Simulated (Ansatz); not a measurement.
# Band gap of Na3WO4Cl (P4/nmm) from density functionals to GW, part 3 of 3

What gap does each level of theory give for Na3WO4Cl (P4/nmm), and in what time?

Ansatz 0.2.0; density functionals, hybrids and G0W0, plane waves, PAW. Known limits of the many-body steps: finite bands, screening cutoff and k mesh; no spin-orbit coupling in G0W0; screening cutoff under 40 eV in some runs.

So far. Step 10 (G0W0@PBE, 2×2×4 mesh, 1019 empty bands, screening to …): Over all 9 irreducible mesh points the G0W0 gap is 6.834 eV, from k = (-0.500, -0.500, -0.500) to k = Γ. The PBE gap of this run on the mesh is 4.665 eV. The two states that bound the G0W0 gap lie that far apart at the start, so the correction of the gap is 6.834 − 4.665 = +2.169 eV.

In doubt: masses and optical values from hybrid runs of this build are listed as unsure (step 11), which bears on the screening that GW takes from such a start.

### 12. G0W0@r2SCAN, 2×2×4 mesh, 1019 empty bands, screening to 130 eV, PAW set soft_1 files

This step: G0W0 on r2SCAN, plane waves, PAW; PAW set soft_1.

The input, input.yaml:

```yaml
crystal:
  lattice:
    - [7.5181, 0.0, 0.0]
    - [0.0, 7.5181, 0.0]
    - [0.0, 0.0, 5.36]
  atoms:
    - { symbol: Na, position: [0.5, 0.0, 0.3583961323] }
    - { symbol: Na, position: [0.0, 0.5, 0.6416038677] }
    - { symbol: Na, position: [0.75, 0.25, 0.0] }
    - { symbol: Na, position: [0.25, 0.25, 0.0] }
    - { symbol: Na, position: [0.25, 0.75, 0.0] }
    - { symbol: Na, position: [0.75, 0.75, 0.0] }
    - { symbol: W, position: [0.0, 0.0, 0.5] }
    - { symbol: W, position: [0.5, 0.5, 0.5] }
    - { symbol: Cl, position: [0.5, 0.0, 0.842004016] }
    - { symbol: Cl, position: [0.0, 0.5, 0.157995984] }
    - { symbol: O, position: [0.8093847799, 0.0, 0.2988767308] }
    - { symbol: O, position: [0.5, 0.3093847799, 0.2988767308] }
    - { symbol: O, position: [0.1906152201, 0.0, 0.2988767308] }
    - { symbol: O, position: [0.5, 0.6906152201, 0.2988767308] }
    - { symbol: O, position: [0.3093847799, 0.5, 0.7011232692] }
    - { symbol: O, position: [0.0, 0.1906152201, 0.7011232692] }
    - { symbol: O, position: [0.6906152201, 0.5, 0.7011232692] }
    - { symbol: O, position: [0.0, 0.8093847799, 0.7011232692] }
kpoints:
  mp_grid: { grid: [2, 2, 4] }
hamiltonian:
  xc: r2scan
  pseudopotentials: { kind: paw, azcp: { folder: soft_1 } }
scf:
  occupations: { method: fixed }
gw:
  n_empty_bands: 1019
  ecut_chi: 130.0
  qp_bands: [v4, c4]
  qp_kpoints: band_edges
  screening: { model: contour_deformation }
```

The run is started by

```bash
$ ansatz run input.yaml --threads 2 --pin off --max-ram 92160MiB --backend cuda --events-out ev --progress --plain --runs-dir out --devices 1 --max-vram 13GiB
```

Numbers of over 12 decimals in the logs are rounded to 6 here.

What it wrote:

```text
GPUs: using 1 of 1 available (devices: 1).
[...]
GPU FFT provider: cuFFT
GPU libraries: cuBLAS 13.8.2, cuFFT 12.4.0, cuSOLVER 12.3.4
Crystal: 18 atoms, lattice volume = 302.957 Å³
Basis set: ecut = 500 eV, 7755 PW (Γ), exchange–correlation on 240×240×160 points (64 copies of the dense FFT grid, shifted against one another)
Bands: 90, of which v1, the nominal top of the filled ones, is band 72 counted from 1 (71 counted from 0)
[...]
0    76      8.0131   -16.6611    -3.6604   -22.2754  0.8070    10.0027     9.9670  root
[...]
8    73      7.8299   -16.0723    -3.6885   -21.6421  0.8121     9.7430     9.7110  root
     8    74      7.8299   -16.0723    -3.6885   -21.6421  0.8121     9.7430     9.7110  root
     8    75      8.1214   -16.5968    -3.6338   -22.1811  0.8090    10.1066    10.0719  root
     8    76      8.1214   -16.5968    -3.6338   -22.1811  0.8090    10.1066    10.0719  root
[key lines of the parts left out:]
SCF converged after 10 iterations
Free energy (F): -36464.196696 eV
Fermi energy:    2.025222 eV
```

Run time: 62 s. Hardware: 1 × NVIDIA H100 80GB HBM3 (shared by 6 runs) with 2 threads of AMD EPYC 7R13 (Zen 3), shared host; peak memory 3.9 GiB.

This step gave:

```
bands summed                                    : 1091
RPA ε∞ on this mesh (eigenvalues)               : 2.342, 2.342, 2.347
plane waves in the screening matrix             : 1001
G0W0 gap over the corrected points              : 7.215 eV
k of the valence top                            : -0.5, -0.5, -0.5
k of the conduction bottom                      : 0, 0, 0
starting gap on the mesh                        : 5.212 eV
Z at the valence top                            : 0.7713
Z at the conduction bottom                      : 0.8539
least direct G0W0 gap over the corrected points : 7.228 eV
```

Over all 9 irreducible mesh points the G0W0 gap is 7.215 eV, from k = (-0.500, -0.500, -0.500) to k = Γ. The r2SCAN gap of this run on the mesh is 5.212 eV. The two states that bound the G0W0 gap lie that far apart at the start, so the correction of the gap is 7.215 − 5.212 = +2.003 eV. G0W0@r2SCAN against G0W0@HSE06 with 1091 bands: 7.215 − 7.527 = −0.312 eV. The runs also differ in plane-wave cutoff (420 eV and 500 eV), so how much of this comes from the start alone is not known.

### 13. Gap and time by level

Each gap is the least one over the points named; times are wall times on shared hosts, not benchmarks. A G0W0 time includes the run's own self-consistent start. Runs with listed points see these and the mesh alone, so an edge that moves elsewhere is missed. Rows marked * are further runs, not shown as steps, whose inputs differ from the G0W0 step on the same start in the columns given; solver thresholds can differ too. Symmetry makes (0.500, 0.500, 0.500) and (-0.500, -0.500, -0.500) one point.

```tsv
level	mesh	files, cutoff	bands summed, screening	points	gap (eV)	valence top	conduction bottom	least direct gap (eV)	time
LDA	4×4×4	soft_1 PAW, 420 eV	-	mesh and listed points	4.423	(0.000, 0.000, 0.500)	Γ	4.443	13 s
PBEsol	4×4×4	soft_1 PAW, 420 eV	-	mesh and listed points	4.563	(0.500, 0.500, 0.500)	Γ	4.582	18 s
PBE	4×4×4	soft_1 PAW, 420 eV	-	mesh and path	4.665	(0.500, 0.500, 0.500)	Γ	4.685	33 s
PBE+SOC	4×4×4	soft_1 PAW, 420 eV	-	mesh and listed points	4.659	(0.000, 0.000, 0.500)	Γ	4.684	23 s
r2SCAN	4×4×4	soft_1 PAW, 500 eV	-	mesh and listed points	5.212	(0.500, 0.500, 0.500)	Γ	5.230	21 s
HSE06	2×2×4	soft_1 PAW, 420 eV	-	mesh and listed points	6.189	(0.000, 0.500, 0.500)	Γ	6.205	56 s
PBE0	2×2×4	soft_1 PAW, 420 eV	-	mesh and listed points	6.942	(0.000, 0.500, 0.500)	Γ	6.958	45 s
DDH-PBE0	2×2×4	soft_1 PAW, 420 eV	-	mesh and listed points	8.175	(0.000, 0.500, 0.500)	Γ	8.204	67 s
G0W0@PBE*	2×2×4	soft_1 PAW, 420 eV	239, 39 eV	all 9 irreducible mesh points	6.848	(-0.500, -0.500, -0.500)	Γ	6.852	40 s
G0W0@PBE*	2×2×4	soft_1 PAW, 420 eV	545, 78 eV	all 9 irreducible mesh points	6.729	(-0.500, -0.500, -0.500)	Γ	6.742	92 s
G0W0@PBE	2×2×4	soft_1 PAW, 420 eV	1091, 130 eV	all 9 irreducible mesh points	6.834	(-0.500, -0.500, -0.500)	Γ	6.847	4.6 min
G0W0@PBE*	2×2×2	soft_1 PAW, 420 eV	545, 78 eV	all 6 irreducible mesh points	6.738	(-0.500, -0.500, -0.500)	Γ	6.749	48 s
G0W0@HSE06	2×2×4	soft_1 PAW, 420 eV	1091, 130 eV	all 9 irreducible mesh points	7.527	(-0.500, -0.500, -0.500)	Γ	7.535	6.1 min
G0W0@r2SCAN	2×2×4	soft_1 PAW, 500 eV	1091, 130 eV	all 9 irreducible mesh points	7.215	(-0.500, -0.500, -0.500)	Γ	7.228	62 s
```

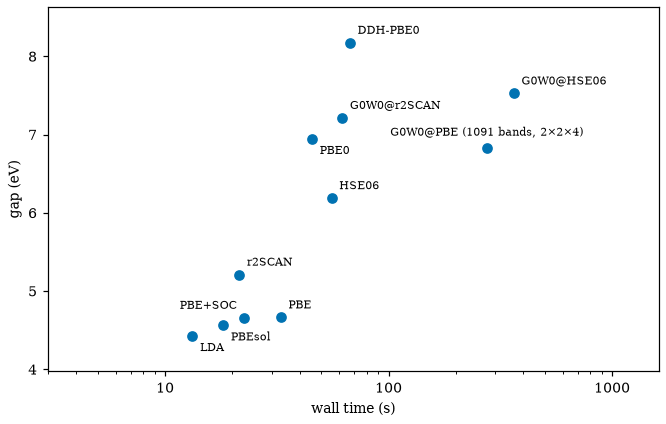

Gap against wall time for the runs shown as steps.

### 14. Results

| Quantity | Value |
| --- | --- |
| LDA, over mesh and listed points | 4.423 eV |
| PBEsol, over mesh and listed points | 4.563 eV |
| PBE, over mesh and path | 4.665 eV |
| PBE+SOC, over mesh and listed points | 4.659 eV |
| r2SCAN, over mesh and listed points | 5.212 eV |
| HSE06, over mesh and listed points | 6.189 eV |
| PBE0, over mesh and listed points | 6.942 eV |
| DDH-PBE0, over mesh and listed points | 8.175 eV |
| G0W0@PBE (1091 bands, 2×2×4), over all 9 irreducible mesh points | 6.834 eV |
| G0W0@HSE06, over all 9 irreducible mesh points | 7.527 eV |
| G0W0@r2SCAN, over all 9 irreducible mesh points | 7.215 eV |
| known limits | finite bands, screening cutoff and k mesh; no spin-orbit coupling in G0W0; screening cutoff under 40 eV in some runs |

In words: The rows run from 4.423 eV (LDA) to 8.175 eV (DDH-PBE0). They differ in mesh, plane-wave cutoff, bands and screening cutoff of G0W0 and the points over which the gap was sought as well as in level, so only pairs that share these are like for like. PBE against PBEsol: 4.665 − 4.563 = +0.102 eV, with the same mesh, files and cutoff, and both edges at the same k points. PBE0 against HSE06: 6.942 − 6.189 = +0.753 eV, with the same mesh, files and cutoff, and both edges at the same k points. DDH-PBE0 against PBE0: 8.175 − 6.942 = +1.233 eV, with the same mesh, files and cutoff, and both edges at the same k points. G0W0@HSE06 against G0W0@PBE with 1091 bands: 7.527 − 6.834 = +0.693 eV, with the same mesh, files and cutoffs, and both edges at the same k points. The dielectric-dependent hybrid took 0.383 of exact exchange, against 0.25 in PBE0. G0W0@PBE (1091 bands, 2×2×4) moves the gap of its own start on the mesh by 6.834 − 4.665 = +2.169 eV, between the same two levels. Both edges that PBE shows over mesh and path lie at k points where levels were corrected. Levels at other points were not corrected, so a lower G0W0 gap elsewhere in the zone is not ruled out. G0W0@HSE06 moves the gap of its own start on the mesh by 7.527 − 6.189 = +1.338 eV, with other states at the edges (they lie 6.202 eV apart at the start). Both edges that HSE06 shows over mesh and listed points lie at k points where levels were corrected. G0W0 has the valence top at another k point than that. Levels at other points were not corrected, so a lower G0W0 gap elsewhere in the zone is not ruled out. G0W0@r2SCAN moves the gap of its own start on the mesh by 7.215 − 5.212 = +2.003 eV, between the same two levels. Both edges that r2SCAN shows over mesh and listed points lie at k points where levels were corrected. Levels at other points were not corrected, so a lower G0W0 gap elsewhere in the zone is not ruled out. What spin-orbit coupling does to the G0W0 levels was not computed, so no sum with the G0W0 gap is formed. For G0W0@PBE: from 239 bands and 39 eV to 1091 bands and 130 eV the gap moves by 6.834 − 6.848 = −0.014 eV (rung by rung 6.848, 6.729, 6.834 eV); bands and screening cutoff rise together, so their parts are not told apart. The gap turns back along the series (6.848, 6.729, 6.834 eV), so no line is drawn and the limit is not known. The other G0W0 rows are shown at one basis each (1091 bands), so their distance from the limit is not known here. With the 2×2×2 mesh in place of the 2×2×4 mesh and all else as in the G0W0@PBE row with 545 bands, the gap differs by 6.738 − 6.729 = +0.009 eV, and that of the start by 4.665 − 4.665 = +0.000 eV. The G0W0 runs are scalar-relativistic. G0W0@PBE runs of this series with other atomic data on the same mesh, not shown as steps, give 6.919 eV (hard PAW, 930 eV, 1597 bands, screening to 169 eV); where bands and cutoffs differ too, the part of the files is not isolated. A screening cutoff under 40 eV is crude: G0W0@PBE with 239 bands at 39 eV.

[Paths, hosts, dates, memory and timing lines, banners, echoed tables and standing remarks are left out of the program output.]

[Logs are printed without paths, hosts, clocks, repeated set-up lines and the standing remarks that a program may print on its own settings, such as how far it seeks lower states.]

[Runs of the session that timed out or met a known fault of the program may be left out.]

[Cells called generated may have been cut or substituted from an entry of the Crystallography Open Database or the Materials Project.]

[Hosts, paths, dates, database ids (printed as entryN), source tags and the programs' standing remarks are cut or masked in the printed files.]

[Where an RPA ε∞ is given, it is that of the G0W0 mesh and is not shown converged in it. Names of k-points follow the symmetry that the program found, which can be lower than the space group named. Band edges on a path are those of the sampled points; other points can move an edge, and change direct to indirect where valleys lie close.]

[Hybrid gaps are those of their k-mesh and are not shown converged in it.]
